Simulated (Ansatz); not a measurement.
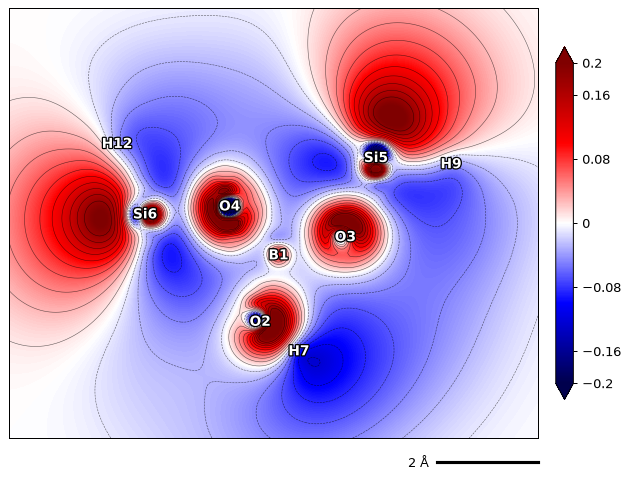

Figure. BH7O3Si2 (SMILES OB(O[SiH3])O[SiH3]). One frontier orbital on the plane of atoms O2, B1 and O3 (values in Å⁻³ᐟ²; the overall sign is arbitrary).

Geometry: PBE0-D4/def2-SVP.

All numbers below come from isolated molecule in a Gaussian basis; Kohn-Sham density functional theory, functional PBE0 (Ansatz).

```xyz
13

B    -0.2309    0.8017    0.0047
O    -0.0002    2.0500    0.4947
O    -1.2461    0.5743   -0.8803
O     0.5639   -0.2344    0.4044
Si   -1.6538   -0.9011   -1.5703
Si    1.8617   -0.2449    1.4650
H    -0.6230    2.6924    0.1404
H    -0.5198   -1.4379   -2.3763
H    -2.8178   -0.6346   -2.4600
H    -2.0425   -1.8852   -0.5194
H     2.9509    0.6445    0.9683
H     2.3478   -1.6510    1.5194
H     1.4302    0.1913    2.8243
```

Q: Which orbital is it: HOMO or LUMO?

A: The LUMO, at −0.30 eV. Its weight (Hirshfeld) is mainly on Si5 (about 20 %), Si6 (about 20 %), B1 (about 20 %) and H7 (about 15 %).
